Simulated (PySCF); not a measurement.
# W: excitation energy in def2-TZVPPD with ECP60

Wanted: the excitation energy of tungsten, up a ladder of methods.

The numbers are computed with PySCF 2.14.0 (unrestricted determinants in a Gaussian basis, no spin-orbit coupling in the energies), except any that are marked as measured or tabulated.

## 1. Starting point

```
Element                                   : tungsten (Z = 74)
Basis                                     : def2-TZVPPD with the def2 core potential (60 electrons) (6s5p3d2f1g, 59 functions)
Hamiltonian                               : a scalar-relativistic core potential
State 1                                   : W: [Xe] 4f14 5d5 6s1, high-spin 7S determinant (an excited configuration)
Needed too, but not shown                 : W [Xe] 4f14 5d4 6s2 (5D)
Methods                                   : UHF, LDA, PBE, PBE0, r2SCAN, TPSSh, B97-3, LC-wPBE, wB97X, MP2
Core shells frozen in the correlated runs : valence: 5s2 5p6; valence and next inner shell: nothing (for W)
```

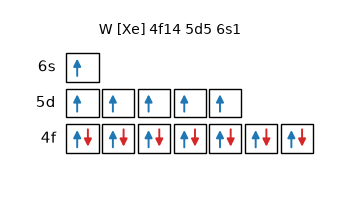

Occupation of the outer shells (arrows by Hund's rule).

One driver process ran all states and methods and kept the integrals in memory. Each run is shown as a PySCF script that sums up its settings (the driver passes frozen orbitals as a list and adds second-order terms of double hybrids); the logs are those of the runs themselves. The driver starts from symmetry-adapted Hartree-Fock orbitals, holds the occupation by maximum overlap and uses a logarithmic radial grid for functionals, so a plain start would take other cycles.

The integrals over 59 functions and the set-up took 0.47 s of CPU time.

## 2. W [Xe] 4f14 5d5 6s1: the ladder of methods

UHF:

input.py

```python
from pyscf import gto, scf, dft, mp, cc
import basis_set_exchange as bse
txt = bse.get_basis("def2-TZVPPD", elements=["W"], fmt="nwchem", header=False)
cut = txt.index("\nECP")
mol = gto.M(atom="W 0 0 0", charge=0, spin=6, symmetry="D2h",
            basis=gto.basis.parse(txt[:cut]),
            ecp={"W": gto.basis.parse_ecp(txt[cut:])})
mf = scf.UHF(mol)
mf.irrep_nelec = {'Ag': (4, 1), 'B1g': (1, 0), 'B2g': (1, 0), 'B3g': (1, 0), 'B1u': (1, 1), 'B2u': (1, 1), 'B3u': (1, 1)}
mf.kernel()
```

Standard output:

```text
damping factor = 0
level_shift factor = 0
DIIS = <class 'pyscf.scf.diis.CDIIS'>
diis_start_cycle = 1
diis_space = 10
diis_damp = 0
SCF conv_tol = 1e-09
SCF conv_tol_grad = None
number electrons alpha = 10  beta = 4
cycle= 1 E= -66.3604993031509  delta_E= -1.65e-12  |g|= 4.82e-07  |ddm|= 6.96e-06
converged SCF energy = -66.3604993031509  <S^2> = 12.005689  2S+1 = 7.0016251
```

It used 0.46 s of CPU time after the integrals (shared host).

Orbital energies by shell (radii are means over both spins):

```csv
shell,electrons,mean orbital energy (eV),spread (eV),rms radius (bohr)
5s α,1,-92.357,0,1.17
5s β,1,-87.469,0,1.17
5p α,3,-52.547,0,1.37
5p β,3,-45.235,0,1.37
5d α,5,-8.371,0,2.30
6s α,1,-7.855,0,3.58
```

⟨S²⟩ = 12.006, ⟨L²⟩ = 0.00.

Energies and moments cover only the electrons outside the core potential. The p, d and f levels are scalar averages; spin-orbit coupling splits them strongly at this Z.

LDA:

input.py differs from the last one in:

```diff
@@ -7,3 +7,3 @@
             ecp={"W": gto.basis.parse_ecp(txt[cut:])})
-mf = scf.UHF(mol)
+mf = dft.UKS(mol, xc="LDA,VWN")
 mf.irrep_nelec = {'Ag': (4, 1), 'B1g': (1, 0), 'B2g': (1, 0), 'B3g': (1, 0), 'B1u': (1, 1), 'B2u': (1, 1), 'B3u': (1, 1)}
```

Standard output:

```text
damping factor = 0
level_shift factor = 0
DIIS = <class 'pyscf.scf.diis.CDIIS'>
diis_start_cycle = 1
diis_space = 10
diis_damp = 0
SCF conv_tol = 1e-09
SCF conv_tol_grad = None
number electrons alpha = 10  beta = 4
XC functionals = LDA,VWN
    P. A. M. Dirac.,  Math. Proc. Cambridge Philos. Soc. 26, 376 (1930)
    F. Bloch.,  Z. Phys. 57, 545 (1929)
    S. H. Vosko, L. Wilk, and M. Nusair.,  Can. J. Phys. 58, 1200 (1980)
cycle= 1 E= -66.7901398623417  delta_E= -0.007  |g|= 0.0552  |ddm|= 0.345
cycle= 2 E= -66.7892013902515  delta_E= 0.000938  |g|= 0.0715  |ddm|= 0.199
cycle= 3 E= -66.7920818825081  delta_E= -0.00288  |g|= 0.00233  |ddm|=  0.1
cycle= 4 E= -66.7920860201854  delta_E= -4.14e-06  |g|= 0.000131  |ddm|= 0.00526
cycle= 5 E= -66.7920860315239  delta_E= -1.13e-08  |g|= 1.59e-06  |ddm|= 0.000206
cycle= 6 E= -66.7920860315271  delta_E= -3.21e-12  |g|= 7.76e-08  |ddm|= 3.98e-06
converged SCF energy = -66.7920860315271  <S^2> = 12.000359  2S+1 = 7.0001024
```

CPU time 0.75 s on a shared host, the integrals not counted.

PBE:

input.py differs from the last one in:

```diff
@@ -7,3 +7,3 @@
             ecp={"W": gto.basis.parse_ecp(txt[cut:])})
-mf = dft.UKS(mol, xc="LDA,VWN")
+mf = dft.UKS(mol, xc="PBE")
 mf.irrep_nelec = {'Ag': (4, 1), 'B1g': (1, 0), 'B2g': (1, 0), 'B3g': (1, 0), 'B1u': (1, 1), 'B2u': (1, 1), 'B3u': (1, 1)}
```

Standard output:

```text
damping factor = 0
level_shift factor = 0
DIIS = <class 'pyscf.scf.diis.CDIIS'>
diis_start_cycle = 1
diis_space = 10
diis_damp = 0
SCF conv_tol = 1e-09
SCF conv_tol_grad = None
number electrons alpha = 10  beta = 4
XC functionals = PBE
    J. P. Perdew, K. Burke, and M. Ernzerhof.,  Phys. Rev. Lett. 77, 3865 (1996)
    J. P. Perdew, K. Burke, and M. Ernzerhof.,  Phys. Rev. Lett. 78, 1396 (1997)
    J. P. Perdew, K. Burke, and M. Ernzerhof.,  Phys. Rev. Lett. 77, 3865 (1996)
    J. P. Perdew, K. Burke, and M. Ernzerhof.,  Phys. Rev. Lett. 78, 1396 (1997)
cycle= 1 E= -66.9718121389034  delta_E= -0.00744  |g|= 0.0164  |ddm|= 0.358
cycle= 2 E= -66.9717447343918  delta_E= 6.74e-05  |g|= 0.0225  |ddm|= 0.0868
cycle= 3 E= -66.9720415796455  delta_E= -0.000297  |g|= 0.00153  |ddm|= 0.0332
cycle= 4 E= -66.9720434958717  delta_E= -1.92e-06  |g|= 0.00012  |ddm|= 0.00401
cycle= 5 E= -66.9720435055832  delta_E= -9.71e-09  |g|= 6.21e-07  |ddm|= 0.000245
cycle= 6 E= -66.9720435055822  delta_E= 1.02e-12  |g|= 6.06e-09  |ddm|= 1.2e-06
converged SCF energy = -66.9720435055822  <S^2> = 12.000732  2S+1 = 7.000209
```

CPU time 1.3 s on a shared host, the integrals not counted.

PBE0:

input.py differs from the last one in:

```diff
@@ -7,3 +7,3 @@
             ecp={"W": gto.basis.parse_ecp(txt[cut:])})
-mf = dft.UKS(mol, xc="PBE")
+mf = dft.UKS(mol, xc="PBE0")
 mf.irrep_nelec = {'Ag': (4, 1), 'B1g': (1, 0), 'B2g': (1, 0), 'B3g': (1, 0), 'B1u': (1, 1), 'B2u': (1, 1), 'B3u': (1, 1)}
```

Standard output:

```text
damping factor = 0
level_shift factor = 0
DIIS = <class 'pyscf.scf.diis.CDIIS'>
diis_start_cycle = 1
diis_space = 10
diis_damp = 0
SCF conv_tol = 1e-09
SCF conv_tol_grad = None
number electrons alpha = 10  beta = 4
XC functionals = PBE0
    C. Adamo and V. Barone.,  J. Chem. Phys. 110, 6158 (1999)
    M. Ernzerhof and G. E. Scuseria.,  J. Chem. Phys. 110, 5029 (1999)
cycle= 1 E= -66.9355809831544  delta_E= -0.00391  |g|= 0.00648  |ddm|= 0.26
cycle= 2 E= -66.935626987086  delta_E= -4.6e-05  |g|= 0.00132  |ddm|= 0.0449
cycle= 3 E= -66.9356280252533  delta_E= -1.04e-06  |g|= 0.000863  |ddm|= 0.00987
cycle= 4 E= -66.9356284161116  delta_E= -3.91e-07  |g|= 7.63e-05  |ddm|= 0.00101
cycle= 5 E= -66.9356284194891  delta_E= -3.38e-09  |g|= 3.42e-06  |ddm|= 0.000311
cycle= 6 E= -66.9356284194995  delta_E= -1.04e-11  |g|= 1.51e-07  |ddm|= 1.79e-05
converged SCF energy = -66.9356284194995  <S^2> = 12.001408  2S+1 = 7.0004021
```

It used 1.4 s of CPU time after the integrals (shared host).

r2SCAN:

input.py differs from the last one in:

```diff
@@ -7,3 +7,3 @@
             ecp={"W": gto.basis.parse_ecp(txt[cut:])})
-mf = dft.UKS(mol, xc="PBE0")
+mf = dft.UKS(mol, xc="R2SCAN")
 mf.irrep_nelec = {'Ag': (4, 1), 'B1g': (1, 0), 'B2g': (1, 0), 'B3g': (1, 0), 'B1u': (1, 1), 'B2u': (1, 1), 'B3u': (1, 1)}
```

Standard output:

```text
damping factor = 0
level_shift factor = 0
DIIS = <class 'pyscf.scf.diis.CDIIS'>
diis_start_cycle = 1
diis_space = 10
diis_damp = 0
SCF conv_tol = 1e-09
SCF conv_tol_grad = None
number electrons alpha = 10  beta = 4
XC functionals = R2SCAN
    J. W. Furness, A. D. Kaplan, J. Ning, J. P. Perdew, and J. Sun.,  J. Phys. Chem. Lett. 11, 8208-8215 (2020)
    J. W. Furness, A. D. Kaplan, J. Ning, J. P. Perdew, and J. Sun.,  J. Phys. Chem. Lett. 11, 9248-9248 (2020)
    J. W. Furness, A. D. Kaplan, J. Ning, J. P. Perdew, and J. Sun.,  J. Phys. Chem. Lett. 11, 8208-8215 (2020)
    J. W. Furness, A. D. Kaplan, J. Ning, J. P. Perdew, and J. Sun.,  J. Phys. Chem. Lett. 11, 9248-9248 (2020)
cycle= 1 E= -66.9880134500109  delta_E= -0.00533  |g|= 0.00658  |ddm|= 0.381
cycle= 2 E= -66.9880382813871  delta_E= -2.48e-05  |g|= 0.00237  |ddm|= 0.0386
cycle= 3 E= -66.9880399994437  delta_E= -1.72e-06  |g|= 0.00129  |ddm|= 0.00664
cycle= 4 E= -66.9880409235739  delta_E= -9.24e-07  |g|= 0.00015  |ddm|= 0.00165
cycle= 5 E= -66.9880409368171  delta_E= -1.32e-08  |g|= 2.88e-06  |ddm|= 0.000301
cycle= 6 E= -66.9880409368232  delta_E= -6.08e-12  |g|= 1.03e-07  |ddm|= 4.7e-06
converged SCF energy = -66.9880409368232  <S^2> = 12.002016  2S+1 = 7.0005759
```

It used 2.6 s of CPU time after the integrals (shared host).

TPSSh:

input.py differs from the last one in:

```diff
@@ -7,3 +7,3 @@
             ecp={"W": gto.basis.parse_ecp(txt[cut:])})
-mf = dft.UKS(mol, xc="R2SCAN")
+mf = dft.UKS(mol, xc="TPSSH")
 mf.irrep_nelec = {'Ag': (4, 1), 'B1g': (1, 0), 'B2g': (1, 0), 'B3g': (1, 0), 'B1u': (1, 1), 'B2u': (1, 1), 'B3u': (1, 1)}
```

Standard output:

```text
damping factor = 0
level_shift factor = 0
DIIS = <class 'pyscf.scf.diis.CDIIS'>
diis_start_cycle = 1
diis_space = 10
diis_damp = 0
SCF conv_tol = 1e-09
SCF conv_tol_grad = None
number electrons alpha = 10  beta = 4
XC functionals = TPSSH
    V. N. Staroverov, G. E. Scuseria, J. Tao, and J. P. Perdew.,  J. Chem. Phys. 119, 12129 (2003)
cycle= 1 E= -66.925264687874  delta_E= -0.00557  |g|= 0.00949  |ddm|= 0.304
cycle= 2 E= -66.9252883297366  delta_E= -2.36e-05  |g|= 0.00846  |ddm|= 0.0599
cycle= 3 E= -66.9253274041315  delta_E= -3.91e-05  |g|= 0.000845  |ddm|= 0.0127
cycle= 4 E= -66.9253277080605  delta_E= -3.04e-07  |g|= 0.000122  |ddm|= 0.0021
cycle= 5 E= -66.9253277167978  delta_E= -8.74e-09  |g|= 8.82e-07  |ddm|= 0.000244
cycle= 6 E= -66.9253277168  delta_E= -2.27e-12  |g|= 2.47e-08  |ddm|= 1.63e-06
converged SCF energy = -66.9253277168  <S^2> = 12.000939  2S+1 = 7.0002683
```

CPU time 2.2 s on a shared host, the integrals not counted.

B97-3:

input.py differs from the last one in:

```diff
@@ -7,3 +7,3 @@
             ecp={"W": gto.basis.parse_ecp(txt[cut:])})
-mf = dft.UKS(mol, xc="TPSSH")
+mf = dft.UKS(mol, xc="HYB_GGA_XC_B97_3")
 mf.irrep_nelec = {'Ag': (4, 1), 'B1g': (1, 0), 'B2g': (1, 0), 'B3g': (1, 0), 'B1u': (1, 1), 'B2u': (1, 1), 'B3u': (1, 1)}
```

Standard output:

```text
damping factor = 0
level_shift factor = 0
DIIS = <class 'pyscf.scf.diis.CDIIS'>
diis_start_cycle = 1
diis_space = 10
diis_damp = 0
SCF conv_tol = 1e-09
SCF conv_tol_grad = None
number electrons alpha = 10  beta = 4
XC functionals = HYB_GGA_XC_B97_3
    T. W. Keal and D. J. Tozer.,  J. Chem. Phys. 123, 121103 (2005)
cycle= 1 E= -66.9316394064305  delta_E= -0.00513  |g|= 0.00778  |ddm|= 0.289
cycle= 2 E= -66.9316989970126  delta_E= -5.96e-05  |g|= 0.00161  |ddm|= 0.0476
cycle= 3 E= -66.9317007278682  delta_E= -1.73e-06  |g|= 0.00112  |ddm|= 0.0125
cycle= 4 E= -66.9317013658658  delta_E= -6.38e-07  |g|= 7.65e-05  |ddm|= 0.00124
cycle= 5 E= -66.9317013716897  delta_E= -5.82e-09  |g|= 3.77e-06  |ddm|= 0.000633
cycle= 6 E= -66.9317013717023  delta_E= -1.26e-11  |g|= 2.98e-07  |ddm|= 2.42e-05
converged SCF energy = -66.9317013717023  <S^2> = 12.000883  2S+1 = 7.0002522
```

It used 0.92 s of CPU time after the integrals (shared host).

LC-wPBE:

input.py differs from the last one in:

```diff
@@ -7,3 +7,3 @@
             ecp={"W": gto.basis.parse_ecp(txt[cut:])})
-mf = dft.UKS(mol, xc="HYB_GGA_XC_B97_3")
+mf = dft.UKS(mol, xc="LC_WPBE")
 mf.irrep_nelec = {'Ag': (4, 1), 'B1g': (1, 0), 'B2g': (1, 0), 'B3g': (1, 0), 'B1u': (1, 1), 'B2u': (1, 1), 'B3u': (1, 1)}
```

Standard output:

```text
damping factor = 0
level_shift factor = 0
DIIS = <class 'pyscf.scf.diis.CDIIS'>
diis_start_cycle = 1
diis_space = 10
diis_damp = 0
SCF conv_tol = 1e-09
SCF conv_tol_grad = None
number electrons alpha = 10  beta = 4
XC functionals = LC_WPBE
    O. A. Vydrov and G. E. Scuseria.,  J. Chem. Phys. 125, 234109 (2006)
cycle= 1 E= -66.9467947436829  delta_E= -0.00253  |g|= 0.0144  |ddm|= 0.26
cycle= 2 E= -66.9469847843455  delta_E= -0.00019  |g|= 0.007  |ddm|= 0.053
cycle= 3 E= -66.9470163025277  delta_E= -3.15e-05  |g|= 0.00168  |ddm|= 0.0252
cycle= 4 E= -66.947023900746  delta_E= -7.6e-06  |g|= 0.000287  |ddm|= 0.0207
cycle= 5 E= -66.9470241482199  delta_E= -2.47e-07  |g|= 1.77e-05  |ddm|= 0.00471
cycle= 6 E= -66.947024148445  delta_E= -2.25e-10  |g|= 1.02e-06  |ddm|= 9.2e-05
converged SCF energy = -66.947024148445  <S^2> = 12.003014  2S+1 = 7.0008611
```

It used 1.2 s of CPU time after the integrals (shared host).

wB97X:

input.py differs from the last one in:

```diff
@@ -7,3 +7,3 @@
             ecp={"W": gto.basis.parse_ecp(txt[cut:])})
-mf = dft.UKS(mol, xc="LC_WPBE")
+mf = dft.UKS(mol, xc="WB97X")
 mf.irrep_nelec = {'Ag': (4, 1), 'B1g': (1, 0), 'B2g': (1, 0), 'B3g': (1, 0), 'B1u': (1, 1), 'B2u': (1, 1), 'B3u': (1, 1)}
```

Standard output:

```text
damping factor = 0
level_shift factor = 0
DIIS = <class 'pyscf.scf.diis.CDIIS'>
diis_start_cycle = 1
diis_space = 10
diis_damp = 0
SCF conv_tol = 1e-09
SCF conv_tol_grad = None
number electrons alpha = 10  beta = 4
XC functionals = WB97X
    J.-D. Chai and M. Head-Gordon.,  J. Chem. Phys. 128, 084106 (2008)
cycle= 1 E= -66.900806887158  delta_E= -0.0038  |g|= 0.0194  |ddm|= 0.28
cycle= 2 E= -66.9010313498545  delta_E= -0.000224  |g|= 0.0101  |ddm|= 0.0322
cycle= 3 E= -66.9010758206499  delta_E= -4.45e-05  |g|= 0.00152  |ddm|= 0.0218
cycle= 4 E= -66.9010801166459  delta_E= -4.3e-06  |g|= 0.000255  |ddm|= 0.0126
cycle= 5 E= -66.9010803317359  delta_E= -2.15e-07  |g|= 4.51e-05  |ddm|= 0.00387
cycle= 6 E= -66.9010803359312  delta_E= -4.2e-09  |g|= 3.29e-06  |ddm|= 0.000574
cycle= 7 E= -66.9010803359396  delta_E= -8.36e-12  |g|= 1.67e-07  |ddm|= 8.93e-06
converged SCF energy = -66.9010803359396  <S^2> = 12.001795  2S+1 = 7.0005127
```

CPU time 1.4 s on a shared host, the integrals not counted.

## 3. W [Xe] 4f14 5d5 6s1, continued

MP2 (valence):

Changes to input.py since step 2:

```diff
@@ -7,4 +7,5 @@
             ecp={"W": gto.basis.parse_ecp(txt[cut:])})
-mf = dft.UKS(mol, xc="WB97X")
+mf = scf.UHF(mol)
 mf.irrep_nelec = {'Ag': (4, 1), 'B1g': (1, 0), 'B2g': (1, 0), 'B3g': (1, 0), 'B1u': (1, 1), 'B2u': (1, 1), 'B3u': (1, 1)}
 mf.kernel()
+mp.UMP2(mf, frozen=4).kernel()
```

This step left no log, only its results.

It used 0.03 s of CPU time after the integrals (shared host).

With 6 electrons correlated, the MP2 correlation energy is -0.07459 hartree (-0.07459 same spin, 0.00000 opposite spin); the SCS form gives -0.02486. Largest pairs of shells: 5d-5d -0.0544, 5d-6s -0.0202, 6s-6s 0.0000.

MP2 (valence and next inner shell):

input.py differs from the last one in:

```diff
@@ -10,2 +10,2 @@
 mf.kernel()
-mp.UMP2(mf, frozen=4).kernel()
+mp.UMP2(mf, frozen=0).kernel()
```

No log was kept for this step.

CPU time 0.1 s on a shared host, the integrals not counted.

With 14 electrons correlated, the MP2 correlation energy is -0.30073 hartree (-0.13198 same spin, -0.16875 opposite spin); the SCS form gives -0.24649. Largest pairs of shells: 5p-5d -0.1141, 5p-5p -0.0651, 5d-5d -0.0544, 5d-6s -0.0202, 5s-5p -0.0201.

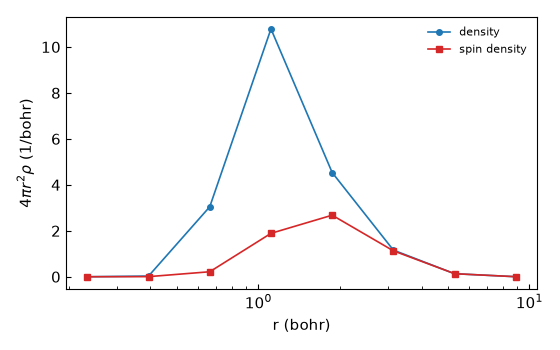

Radial density 4πr²ρ of W at UHF, the electrons outside the core potential, at 8 stored radii joined by straight lines.

## 4. The energy differences

Excitation energy: W [Xe] 4f14 5d4 6s2 (5D) → W [Xe] 4f14 5d5 6s1 (7S).

```csv
method,value (eV),error (eV)
UHF,-1.135,-0.948
LDA,-0.557,-0.370
PBE,-0.771,-0.585
PBE0,-0.828,-0.641
r2SCAN,-1.156,-0.969
TPSSh,-0.740,-0.553
B97-3,-0.016,+0.171
LC-wPBE,-0.767,-0.580
wB97X,0.651,+0.838
MP2 (valence),-0.597,-0.411
SCS-MP2 (valence),0.138,+0.324
MP2 (valence and next inner shell),-0.558,-0.371
SCS-MP2 (valence and next inner shell),0.034,+0.220
```

Reference: -0.187 eV (measured; NIST levels, between the centres of gravity of the two terms). Errors of the correlated levels include the incompleteness of this basis.

The differences also use runs on W [Xe] 4f14 5d4 6s2 (5D), which are not shown here.

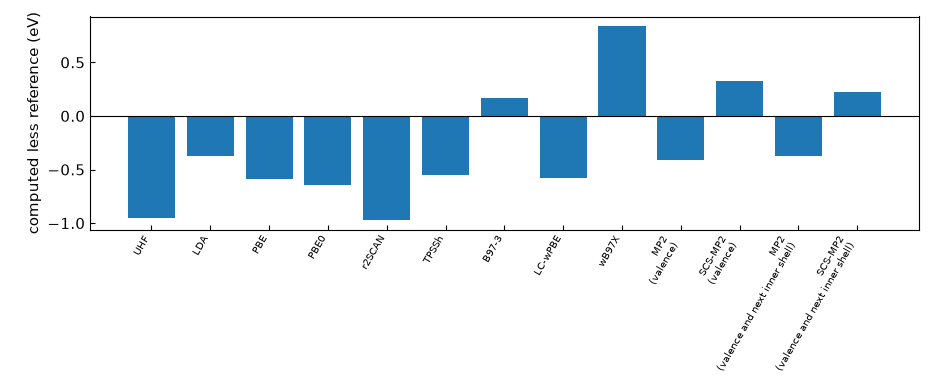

Computed less reference values by method.

## 5. Outcome

| quantity | value |
| --- | --- |
| excitation energy, W → [Xe] 4f14 5d5 6s1 | UHF -1.135, MP2 (valence and next inner shell) -0.558 eV; reference -0.187 |

Each level's miss (mean over 1 difference):

```csv
method,mean absolute miss against the measured value (with the measured fine structure taken into account where it is known) (eV)
UHF,0.948
LDA,0.370
PBE,0.585
PBE0,0.641
r2SCAN,0.969
TPSSh,0.553
B97-3,0.171
LC-wPBE,0.580
wB97X,0.838
MP2 (valence),0.411
SCS-MP2 (valence),0.324
MP2 (valence and next inner shell),0.371
SCS-MP2 (valence and next inner shell),0.220
```

In words: Against experiment B97-3 comes closest (off by 0.17 eV) and r2SCAN is farthest (0.97 eV). PBE is off by -0.58 eV. The basis is finite, and no extrapolation was made.
